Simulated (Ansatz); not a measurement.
# GeNH2 (doublet): one geometry, many settings at angle N2–Ge1–H3 = 91.8°

What do other methods and options give for GeNH2 (doublet) at this geometry, and how long do they take?

Computed with Ansatz 0.2.0, Gaussian basis. Level: the settings change from run to run.

28 further runs of the same task are left out: 1 for a mislabelled method, 12 for a known fault of the program, 12 that didn't finish, 3 set aside as unsound or not needed.

### Step 1. The system

The geometry derives from a PBE0/def2-TZVP stationary point (not a proven minimum). One angle is set to the value named; bond lengths are kept. No spin-orbit coupling is included. The filled d shell of Ge may be among the frozen orbitals whatever the setting's name suggests; the logs give the count.

4 atoms, charge 0, spin multiplicity 2.

Atoms are counted from 1 here; the program's logs count them from 0.

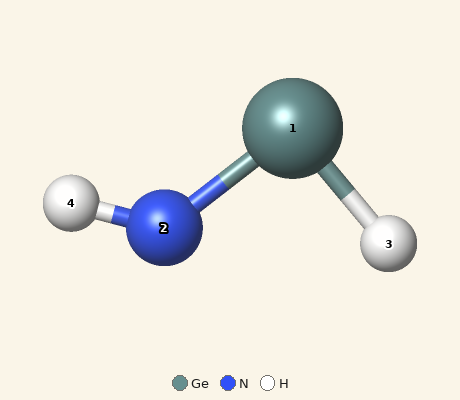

The geometry (germanium teal, nitrogen blue, hydrogen white); atoms are numbered from 1 in the order of the file.

### Step 2. MP2 on ROHF/cc-pVDZ

Contents of in.yaml:

```yaml
crystal:
  periodic: [false, false, false]
  atoms:
    - {symbol: Ge, position_ang: [0.000000, -0.088448, 0.283117]}
    - {symbol: N, position_ang: [0.000000, 0.373533, -1.366190]}
    - {symbol: H, position_ang: [0.000000, 1.419768, 0.757148]}
    - {symbol: H, position_ang: [0.000000, -0.236230, -2.175657]}
basis:
  gaussian: {orbitals: cc-pVDZ}
magnetization: {spin_polarized: false, initial_magnetization: 1}
correlation: {method: mp2, electrons: outside_noble_gas}
accuracy: high
```

Started as:

```bash
$ ansatz run in.yaml --threads 1 --pin off --events-out ev --progress --plain --max-ram 2393MiB
```

The log of the run:

```text
Functional definition: HF
  name "HF"
  cite "Fock, Z. Phys. 61, 126 (1930) doi:10.1007/BF01340294"
  parent pbe
  exchange = exact_x
  correlation = 0
1085 factors; integrals over basis functions are off by at most 4.4e-9 eV
mean field evaluation 1: about -57979.2198 eV, gradient 3.7e1 eV
mean field evaluation 2: about -57979.2296 eV, gradient 3.7e1 eV
mean field evaluation 4: about -57983.2146 eV, gradient 3.4e0 eV
mean field evaluation 8: about -57983.3569 eV, gradient 2.5e0 eV
mean field evaluation 16: about -57983.7371 eV, gradient 1.1e-3 eV
mean field evaluation 32: about -57983.7371 eV, gradient 2.8e-8 eV
mean field evaluation 64: about -57983.0342 eV, gradient 2.0e-1 eV
mean field -57983.73714040 eV, -2130.8630371212 hartree, gradient 1.4e-8 eV, S^2 0.750000; 8 other end points of the search recorded, 0 dependent functions left out
mean field evaluation 96: about -57983.9547 eV, gradient 1.3e-1 eV
mean field evaluation 128: about -57983.7484 eV, gradient 1.0e0 eV
15 core orbitals not correlated: weight in the atoms' cores, before any rotation towards them, 0.995 or more for the frozen orbitals, at most 0.004 for the correlated occupied ones
reference -57983.73714040 eV, -2130.8630371212 hartree; 6, 5 occupied and 30, 31 virtual orbitals, 1085 factors
second order -6.19545929 eV of doubles, -0.09802489 eV of singles
Total energy: -57990.03062458 eV, -2131.0943183988 hartree
```

Wall time 4.4 s (1 thread of Arm Neoverse V2, shared host).

### Step 3. CISD/STO-3G

in.yaml: that of step 2 with these lines changed.

```diff
@@ -8,5 +8,6 @@
 basis:
-  gaussian: {orbitals: cc-pVDZ}
+  gaussian: {orbitals: STO-3G}
 magnetization: {spin_polarized: false, initial_magnetization: 1}
-correlation: {method: mp2, electrons: outside_noble_gas}
-accuracy: high
+hamiltonian: {pseudopotentials: {relativity: scalar}}
+correlation: {active_space: {ras: {orbitals: [5, 1, 4], electrons: 11, max_holes: 2, max_particles: 2}, fixed_orbitals: true}}
+output: {forces: true}
```

Same command.

The log of the run (excerpt; [...] marks lines left out):

```text
Functional definition: HF
  name "HF"
  cite "Fock, Z. Phys. 61, 126 (1930) doi:10.1007/BF01340294"
  parent pbe
[...]
272 factors; integrals over basis functions are off by at most 2.7e-5 eV
[...]
mean field -57780.46367565 eV, -2123.3928750752 hartree, gradient 9.1e-7 eV, S^2 0.750000; 6 other end points of the search recorded, 0 dependent functions left out
reference -57780.46367565 eV, -2123.3928750752 hartree; 21, 20 occupied and 4, 5 virtual orbitals, 272 factors
state -57782.46432103 eV, -2123.4663974368 hartree
[...]
Total energy: -57782.46432103 eV, -2123.4663974368 hartree
Relativity: scalar
Atom 0 at     0.000000    -0.088448     0.283117 Å, force     0.000000     2.265754    -2.579751 eV/Å
Atom 1 at     0.000000     0.373533    -1.366190 Å, force    -0.000000     0.415211     4.546933 eV/Å
Atom 2 at     0.000000     1.419768     0.757148 Å, force    -0.000000    -1.153308     0.080534 eV/Å
Atom 3 at     0.000000    -0.236230    -2.175657 Å, force    -0.000000    -1.527657    -2.047715 eV/Å
Dipole moment:    -0.000000    -0.139713    -0.138853 e Å
```

It took 0.51 s on 1 thread of Arm Neoverse V2, shared host.

From the report: 626 determinants.

### Step 4. CCSD on UHF/STO-3G

Contents of in.yaml:

```yaml
crystal:
  periodic: [false, false, false]
  atoms:
    - {symbol: Ge, position_ang: [0.000000, -0.088448, 0.283117]}
    - {symbol: N, position_ang: [0.000000, 0.373533, -1.366190]}
    - {symbol: H, position_ang: [0.000000, 1.419768, 0.757148]}
    - {symbol: H, position_ang: [0.000000, -0.236230, -2.175657]}
basis:
  gaussian: {orbitals: STO-3G}
magnetization: {spin_polarized: true, initial_magnetization: 1}
correlation: {method: ccsd, electrons: valence}
accuracy: high
scf: {lower_state_search: off}
```

Launched as before.

The log of the run (excerpt; [...] marks lines left out):

```text
Functional definition: HF
  name "HF"
  cite "Fock, Z. Phys. 61, 126 (1930) doi:10.1007/BF01340294"
  parent pbe
[...]
355 factors; integrals over basis functions are off by at most 3.6e-9 eV
[...]
mean field -57322.63805096 eV, -2106.5680936931 hartree, gradient 2.4e-8 eV, S^2 0.801610; 0 other end points of the search recorded, 0 dependent functions left out
10 core orbitals not correlated: weight in the atoms' cores, before any rotation towards them, 1.000 or more for the frozen orbitals, at most 0.000 for the correlated occupied ones
reference -57322.63805096 eV, -2106.5680936931 hartree; 11, 10 occupied and 4, 5 virtual orbitals, 355 factors
second order -2.02809526 eV of doubles, -0.00000000 eV of singles
cycle   1  -2.36431183 eV  change   -3.4e-1 eV  update   1.0e-1
[...]
cycle  34  -3.06126208 eV  change    1.1e-9 eV  update  6.7e-10
Total energy: -57325.69931304 eV, -2106.6805929995 hartree
Checks for a lower state left out: stability, starts, cluster_reference, orbital_swaps, neighbouring_geometries, increment
```

Wall time 0.42 s (1 thread of Arm Neoverse V2, shared host).

From the report: ⟨S²⟩ of the determinant 0.802 (pure doublet: 0.75); correlation -3.0613 eV; T1 0.054; largest double amplitude 0.16.

### Step 5. CISD/cc-pVDZ

in.yaml: that of step 4 with these lines changed.

```diff
@@ -8,6 +8,6 @@
 basis:
-  gaussian: {orbitals: STO-3G}
-magnetization: {spin_polarized: true, initial_magnetization: 1}
-correlation: {method: ccsd, electrons: valence}
-accuracy: high
+  gaussian: {orbitals: cc-pVDZ}
+magnetization: {spin_polarized: false, initial_magnetization: 1}
+correlation: {active_space: {ras: {orbitals: [5, 1, 30], electrons: 11, max_holes: 2, max_particles: 2}, fixed_orbitals: true}}
 scf: {lower_state_search: off}
+output: {forces: true}
```

Same command.

The log of the run (excerpt; [...] marks lines left out):

```text
Functional definition: HF
  name "HF"
  cite "Fock, Z. Phys. 61, 126 (1930) doi:10.1007/BF01340294"
  parent pbe
[...]
551 factors; integrals over basis functions are off by at most 1.1e-3 eV
[...]
mean field -57983.73691701 eV, -2130.8630289118 hartree, gradient 1.7e-6 eV, S^2 0.750000; 0 other end points of the search recorded, 0 dependent functions left out
reference -57983.73691701 eV, -2130.8630289118 hartree; 21, 20 occupied and 30, 31 virtual orbitals, 551 factors
state -57990.32409518 eV, -2131.1051032443 hartree
[...]
Total energy: -57990.32409518 eV, -2131.1051032443 hartree
Atom 0 at     0.000000    -0.088448     0.283117 Å, force     0.000000     0.281050     1.453523 eV/Å
Atom 1 at     0.000000     0.373533    -1.366190 Å, force     0.000000    -0.396047    -1.350035 eV/Å
Atom 2 at     0.000000     1.419768     0.757148 Å, force    -0.000000    -0.041443     0.517697 eV/Å
Atom 3 at     0.000000    -0.236230    -2.175657 Å, force     0.000000     0.156440    -0.621185 eV/Å
Dipole moment:     0.000000    -0.210074    -0.031088 e Å
Checks for a lower state left out: starts, cluster_reference, orbital_swaps, neighbouring_geometries, increment
```

Wall time 2.9 s (1 thread of Arm Neoverse V2, shared host).

From the report: 31,235 determinants.

### Step 6. BCCD(T) on ROHF/cc-pVDZ

in.yaml: that of step 5 with these lines changed.

```diff
@@ -10,4 +10,3 @@
 magnetization: {spin_polarized: false, initial_magnetization: 1}
-correlation: {active_space: {ras: {orbitals: [5, 1, 30], electrons: 11, max_holes: 2, max_particles: 2}, fixed_orbitals: true}}
-scf: {lower_state_search: off}
-output: {forces: true}
+correlation: {method: bccd_t, electrons: outside_noble_gas}
+accuracy: high
```

Same command.

The log of the run (excerpt; [...] marks lines left out):

```text
Functional definition: HF
  name "HF"
  cite "Fock, Z. Phys. 61, 126 (1930) doi:10.1007/BF01340294"
  parent pbe
[...]
1085 factors; integrals over basis functions are off by at most 4.4e-9 eV
[...]
mean field -57983.73714040 eV, -2130.8630371212 hartree, gradient 1.4e-8 eV, S^2 0.750000; 9 other end points of the search recorded, 0 dependent functions left out
[...]
determinant -57983.73714040 eV, -2130.8630371212 hartree, with singles and doubles -57991.11719540 eV, -2131.1342491400 hartree
determinant -57983.03478627 eV, -2130.8372260829 hartree, with singles and doubles -57989.67173209 eV, -2131.0811293431 hartree
15 core orbitals not correlated: weight in the atoms' cores, before any rotation towards them, 0.995 or more for the frozen orbitals, at most 0.004 for the correlated occupied ones
reference -57983.73714040 eV, -2130.8630371212 hartree; 6, 5 occupied and 30, 31 virtual orbitals, 1085 factors
second order -6.19545929 eV of doubles, -0.09802489 eV of singles
cycle   1  -7.31953258 eV  change    6.1e-2 eV  update   6.0e-2
[...]
cycle  31  -7.33937695 eV  change   4.7e-10 eV  update  4.7e-10
perturbative correction -0.36470869 eV, -0.0134027970 hartree
Total energy: -57991.44122604 eV, -2131.1461570465 hartree
```

It took 8.5 s on 1 thread of Arm Neoverse V2, shared host.

From the report: correlation -7.7041 eV; largest double amplitude 0.09.

### Step 7. BCCD(T) on ROHF/cc-pVDZ

in.yaml: that of step 6 with these lines changed.

```diff
@@ -11,2 +11,3 @@
 correlation: {method: bccd_t, electrons: outside_noble_gas}
-accuracy: high
+scf: {lower_state_search: full}
+output: {forces: true}
```

Same command.

The log of the run (excerpt; [...] marks lines left out):

```text
Functional definition: HF
  name "HF"
  cite "Fock, Z. Phys. 61, 126 (1930) doi:10.1007/BF01340294"
  parent pbe
[...]
551 factors; integrals over basis functions are off by at most 1.1e-3 eV
[...]
mean field -57983.73691701 eV, -2130.8630289118 hartree, gradient 1.7e-6 eV, S^2 0.750000; 14 other end points of the search recorded, 0 dependent functions left out
[...]
determinant -57983.73691701 eV, -2130.8630289118 hartree, with singles and doubles -57991.11697313 eV, -2131.1342409718 hartree
determinant -57983.03455561 eV, -2130.8372176062 hartree, with singles and doubles -57989.67149776 eV, -2131.0811207317 hartree
15 core orbitals not correlated: weight in the atoms' cores, before any rotation towards them, 0.995 or more for the frozen orbitals, at most 0.004 for the correlated occupied ones
reference -57983.73691701 eV, -2130.8630289118 hartree; 6, 5 occupied and 30, 31 virtual orbitals, 551 factors
second order -6.19543840 eV of doubles, -0.09802499 eV of singles
cycle   1  -7.31953431 eV  change    6.1e-2 eV  update   6.0e-2
[...]
cycle  20  -7.33938017 eV  change    6.5e-8 eV  update   1.7e-7
perturbative correction -0.36470953 eV, -0.0134028280 hartree
[...]
Total energy: -57991.44100672 eV, -2131.1461489863 hartree
Atom 0 at     0.000000    -0.088448     0.283117 Å, force    -0.000000     0.201823     1.081076 eV/Å
Atom 1 at     0.000000     0.373533    -1.366190 Å, force     0.000000    -0.008063    -1.048074 eV/Å
Atom 2 at     0.000000     1.419768     0.757148 Å, force    -0.000000     0.055021     0.682604 eV/Å
Atom 3 at     0.000000    -0.236230    -2.175657 Å, force    -0.000000    -0.248781    -0.715606 eV/Å
Dipole moment:     0.000000    -0.248546     0.020274 e Å
```

Wall time 9 s (1 thread of Arm Neoverse V2, shared host).

From the report: correlation -7.7041 eV; largest double amplitude 0.09.

### Step 8. HF/STO-3G

Contents of in.yaml:

```yaml
crystal:
  periodic: [false, false, false]
  atoms:
    - {symbol: Ge, position_ang: [0.000000, -0.088448, 0.283117]}
    - {symbol: N, position_ang: [0.000000, 0.373533, -1.366190]}
    - {symbol: H, position_ang: [0.000000, 1.419768, 0.757148]}
    - {symbol: H, position_ang: [0.000000, -0.236230, -2.175657]}
basis:
  gaussian: {orbitals: STO-3G}
magnetization: {spin_polarized: true, initial_magnetization: 1}
hamiltonian: {xc: hf}
accuracy: high
output: {orbitals: {seedname: orbitals}}
```

The command is unchanged.

The log of the run:

```text
Functional definition: HF
  name "HF"
  cite "Fock, Z. Phys. 61, 126 (1930) doi:10.1007/BF01340294"
  parent pbe
  exchange = exact_x
  correlation = 0
355 factors; integrals over basis functions are off by at most 3.6e-9 eV
mean field evaluation 1: about -57319.3450 eV, gradient 1.7e1 eV
mean field evaluation 2: about -57319.3913 eV, gradient 1.7e1 eV
mean field evaluation 4: about -57321.9781 eV, gradient 3.0e0 eV
mean field evaluation 8: about -57322.6384 eV, gradient 2.5e-1 eV
mean field evaluation 16: about -57322.6381 eV, gradient 2.4e-7 eV
mean field evaluation 32: about -57322.6360 eV, gradient 1.4e-1 eV
mean field evaluation 64: about -57319.4051 eV, gradient 2.4e0 eV
mean field -57322.63805096 eV, -2106.5680936931 hartree, gradient 2.4e-8 eV, S^2 0.801610; 2 other end points of the search recorded, 0 dependent functions left out
reference -57322.63805096 eV, -2106.5680936931 hartree; 21, 20 occupied and 4, 5 virtual orbitals, 355 factors
Total energy: -57322.63805096 eV, -2106.5680936931 hartree
```

It took 0.3 s on 1 thread of Arm Neoverse V2, shared host.

From the report: ⟨S²⟩ of the determinant 0.802 (pure doublet: 0.75).

### Step 9. CISD/cc-pVDZ

in.yaml: that of step 8 with these lines changed.

```diff
@@ -8,6 +8,7 @@
 basis:
-  gaussian: {orbitals: STO-3G}
-magnetization: {spin_polarized: true, initial_magnetization: 1}
-hamiltonian: {xc: hf}
+  gaussian: {orbitals: cc-pVDZ}
+magnetization: {spin_polarized: false, initial_magnetization: 1}
+correlation: {active_space: {ras: {orbitals: [5, 1, 30], electrons: 11, max_holes: 2, max_particles: 2}, fixed_orbitals: true}}
 accuracy: high
-output: {orbitals: {seedname: orbitals}}
+scf: {lower_state_search: off}
+output: {forces: true}
```

Same command.

The log of the run (excerpt; [...] marks lines left out):

```text
Functional definition: HF
  name "HF"
  cite "Fock, Z. Phys. 61, 126 (1930) doi:10.1007/BF01340294"
  parent pbe
[...]
1085 factors; integrals over basis functions are off by at most 4.4e-9 eV
[...]
mean field -57983.73714040 eV, -2130.8630371212 hartree, gradient 1.4e-8 eV, S^2 0.750000; 0 other end points of the search recorded, 0 dependent functions left out
reference -57983.73714040 eV, -2130.8630371212 hartree; 21, 20 occupied and 30, 31 virtual orbitals, 1085 factors
state -57990.32431834 eV, -2131.1051114455 hartree
[...]
Total energy: -57990.32431834 eV, -2131.1051114455 hartree
Atom 0 at     0.000000    -0.088448     0.283117 Å, force     0.000000     0.281191     1.453019 eV/Å
Atom 1 at     0.000000     0.373533    -1.366190 Å, force    -0.000000    -0.396165    -1.349481 eV/Å
Atom 2 at     0.000000     1.419768     0.757148 Å, force     0.000000    -0.041460     0.517659 eV/Å
Atom 3 at     0.000000    -0.236230    -2.175657 Å, force     0.000000     0.156434    -0.621196 eV/Å
Dipole moment:     0.000000    -0.210077    -0.031086 e Å
Checks for a lower state left out: starts, cluster_reference, orbital_swaps, neighbouring_geometries, increment
```

Wall time 4.9 s (1 thread of Arm Neoverse V2, shared host).

From the report: 31,235 determinants.

### Step 10. BCCD(T)/cc-pVDZ

Contents of in.yaml:

```yaml
crystal:
  periodic: [false, false, false]
  atoms:
    - {symbol: Ge, position_ang: [0.000000, -0.088448, 0.283117]}
    - {symbol: N, position_ang: [0.000000, 0.373533, -1.366190]}
    - {symbol: H, position_ang: [0.000000, 1.419768, 0.757148]}
    - {symbol: H, position_ang: [0.000000, -0.236230, -2.175657]}
basis:
  gaussian: {orbitals: cc-pVDZ}
magnetization: {spin_polarized: true, initial_magnetization: 1}
hamiltonian: {xc: {name: PBE0}}
correlation: {method: bccd_t, electrons: valence, diis_vectors: 12}
output: {forces: true}
```

Same command.

The log of the run (excerpt; [...] marks lines left out):

```text
Functional definition: PBE0
  name "PBE0"
  cite "Adamo & Barone, J. Chem. Phys. 110, 6158 (1999) doi:10.1063/1.478522"
  cite "Perdew, Burke & Ernzerhof, Phys. Rev. Lett. 77, 3865 (1996) doi:10.1103/PhysRevLett.77.3865"
  parent pbe
[...]
551 factors; integrals over basis functions are off by at most 1.1e-3 eV
[...]
mean field -58028.72720781 eV, -2132.5163916031 hartree, gradient 5.2e-6 eV, S^2 0.764470; 4 other end points of the search recorded, 0 dependent functions left out
10 core orbitals not correlated: weight in the atoms' cores, before any rotation towards them, 1.000 or more for the frozen orbitals, at most 0.000 for the correlated occupied ones
reference -57983.23427292 eV, -2130.8445570820 hartree; 11, 10 occupied and 30, 31 virtual orbitals, 551 factors
second order -7.95815698 eV of doubles, -0.36069226 eV of singles
cycle   1  -7.87628422 eV  change    4.4e-1 eV  update   1.2e-1
[...]
cycle  18  -8.31537382 eV  change   -8.4e-8 eV  update   4.0e-7
perturbative correction -0.40037256 eV, -0.0147134202 hartree
[...]
Total energy: -57991.95001930 eV, -2131.1648548537 hartree
Atom 0 at     0.000000    -0.088448     0.283117 Å, force     0.000000     0.322751     0.947604 eV/Å
Atom 1 at     0.000000     0.373533    -1.366190 Å, force     0.000000    -0.039809    -0.887181 eV/Å
Atom 2 at     0.000000     1.419768     0.757148 Å, force    -0.000000    -0.028155     0.651999 eV/Å
Atom 3 at     0.000000    -0.236230    -2.175657 Å, force     0.000000    -0.254787    -0.712421 eV/Å
Dipole moment:    -0.000000    -0.244537     0.014806 e Å
```

It took 17 s on 1 thread of Arm Neoverse V2, shared host; peak memory 0.27 GiB.

From the report: ⟨S²⟩ of the determinant 0.764 (pure doublet: 0.75); correlation -8.7157 eV; largest double amplitude 0.10.

### Step 11. All runs side by side

| level | correlated | functions | energy (eV) | time |
| --- | --- | --- | --- | --- |
| MP2 on ROHF/cc-pVDZ | outside noble gas | 51 | -57990.0306 | 4.4 s |
| CISD/STO-3G (relativity set) | outside noble gas | 25 | -57782.4643 | 0.51 s |
| CCSD on UHF/STO-3G | valence | 25 | -57325.6993 | 0.42 s |
| CISD/cc-pVDZ | outside noble gas | 51 | -57990.3241 | 2.9 s |
| BCCD(T) on ROHF/cc-pVDZ | outside noble gas | 51 | -57991.4412 | 8.5 s |
| BCCD(T) on ROHF/cc-pVDZ | outside noble gas | 51 | -57991.4410 | 9 s |
| HF/STO-3G |  | 25 | -57322.6381 | 0.3 s |
| CISD/cc-pVDZ | outside noble gas | 51 | -57990.3243 | 4.9 s |
| BCCD(T)/cc-pVDZ (on PBE0 orbitals) | valence | 51 | -57991.9500 | 17 s |

### Step 12. What came out

```
quantity                                     value
    runs                                         9
quickest                          HF/STO-3G, 0.3 s
 slowest  BCCD(T)/cc-pVDZ (on PBE0 orbitals), 17 s
```

In words: Total energies in different bases, with other cores or another treatment of relativity can't be set against each other. BCCD(T)/cc-pVDZ (on PBE0 orbitals) took 55 times as long as HF/STO-3G; the jobs differ in more than the method.
